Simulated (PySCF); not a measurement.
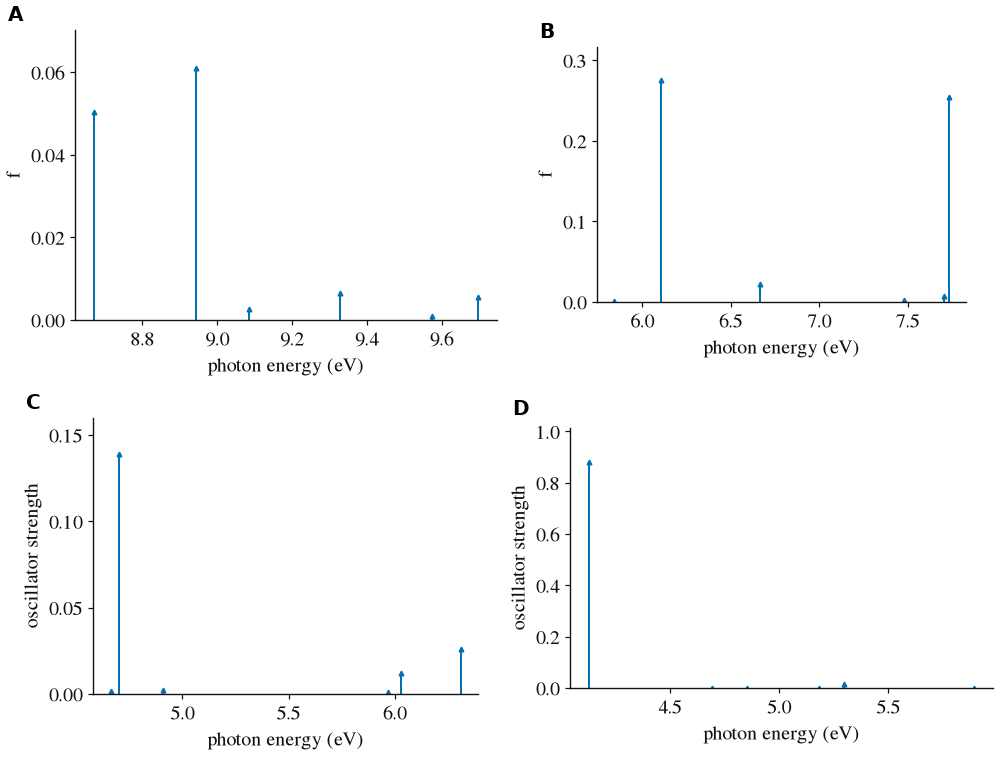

Vertical TDDFT excitations, PBE0/def2-SVPD, PySCF, at a GFN2-xTB geometry (no frequency check), gas phase. Each panel shows the lowest singlet states that were computed.

Which panel belongs to which molecule?
1. C₈H₅F, SMILES C#C/C=C(\F)C#CC=C
2. C₄H₅FO₂, SMILES CC(=O)O/C=C\F
3. C₄H₈F₂, SMILES CC(C)(F)CF
4. C₄H₆N₂OSe, SMILES CCOc1cn[se]n1

A: 3 (S1 at 8.67 eV, brightest at 8.94 eV)
B: 2 (S1 at 5.84 eV, brightest at 6.11 eV)
C: 4 (S1 at 4.66 eV, brightest at 4.70 eV)
D: 1 (S1 at 4.13 eV, brightest at 4.13 eV)

Limits of at least one run: core orbitals are frozen in the response; one conformer of a flexible molecule; spin-orbit coupling is left out, and with Se it can shift these levels and split any degenerate set; states above the negative HOMO energy depend on the basis; the tight-binding geometry is rougher than a DFT one and adds to the error.
